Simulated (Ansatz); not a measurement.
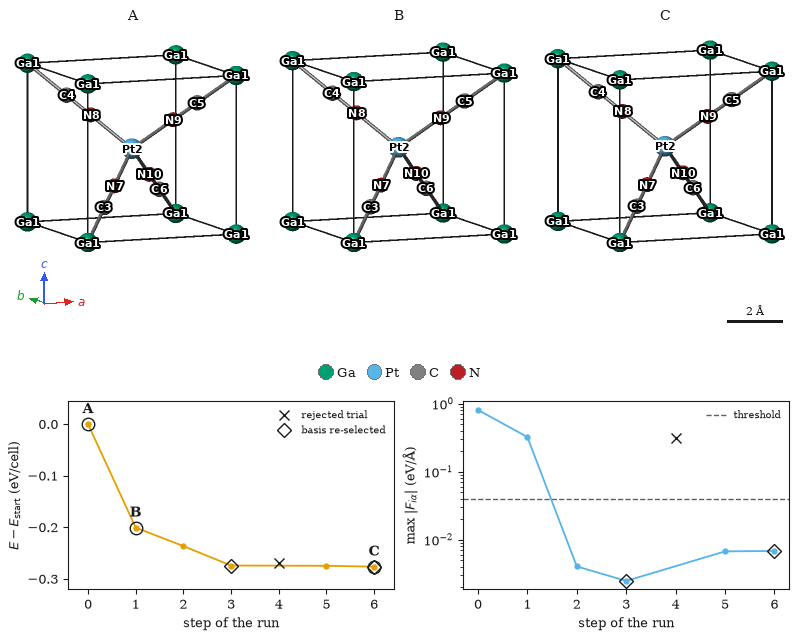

Frames of a relaxation of a crystal of GaPtC4N4 (a generated structure, set up in P-43m) (coarse preliminary run), marked on the history of the run. Style: ball-and-stick. Shown: the cell of the calculation, slightly off an axis.

Level of theory: Ansatz, DFT PBE, scalar-relativistic, plane waves, PAW. Set-up: plane-wave cutoff 420 eV; k-point mesh 4 × 4 × 4; occupations gaussian; smearing width 0.1 eV; collinear spin; cell and atoms relaxed; force threshold 0.04 eV/Å; at most 70 steps.

What happens along the run?

Answer. The largest moves relative to the cell, 0.018 Å, are those of C3, C4, C5 and C6. C4 goes along [1 −1 −1]. Largest moves by element: C 0.018 Å, N 0.016 Å. Pt and Ga stay in place. Cell: a = b = c 5.858 → 6.007 Å (+2.5 %). Volume +7.8 %. Some distances before and after: Pt2–N10 2.007 → 2.074 Å, Ga1–C3 1.896 → 1.962 Å, C3–N7 1.170 → 1.166 Å. The space group stays P-43m (No. 215). The energy falls by 0.276 eV per cell of the calculation in 3 accepted moves (6 points after the start). The largest force component goes from 0.81 to 0.0068 eV/Å. The pressure goes from 4.00 to 0.30 GPa. The line search rejected the trial step at point 4 of the run. The SCF was repeated twice at an unchanged geometry on a basis and grid sized afresh for the cell, which shifted the energy by 37.7 meV per cell of the calculation at most. From step 0 to 1: volume +4.4 %, energy −0.201 eV per cell of the calculation. From step 1 to 6: volume +3.2 %, energy −75.6 meV per cell of the calculation.

```tsv
step	E − E(0), meV/atom	largest force component, eV/Å	pressure, GPa	volume, Å³/atom	note
0	0.00	0.8098	4.00	20.106	
1	-20.05	0.3237	1.58	20.993	
2	-23.63	0.0040	0.25	21.600	
3	-27.40	0.0025	0.50	21.600	same geometry, new basis
4	-26.88	0.3115	-0.39	21.753	rejected
5	-27.45	0.0067	0.30	21.674	
6	-27.62	0.0068	0.30	21.674	same geometry, new basis
```
